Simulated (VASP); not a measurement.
Band structure of BaTiO₃ (tetragonal perovskite). Level of theory: revPBE GGA, VASP's PBE PAW potentials (set 64) (plane waves; VASP).

Unless said otherwise, spin-orbit coupling is left out, though it shifts the bands of the heavy elements here.

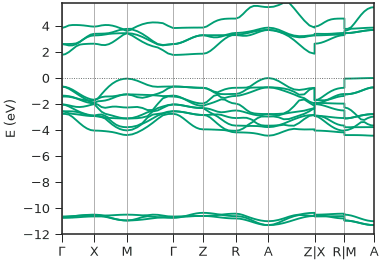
Figure. Bands along high-symmetry lines, zero at the valence-band maximum or, without a gap, the Fermi level

Problem. Read the plot: is there a gap, and where are the band edges?

Solution. The gap is indirect, 1.78 eV, from the valence maximum at A to the conduction minimum at Γ. (Edges off the drawn lines would not show.)

The compound is BaTiO3 in the tetragonal perovskite structure. It was relaxed first, which changed the volume by +9 %.
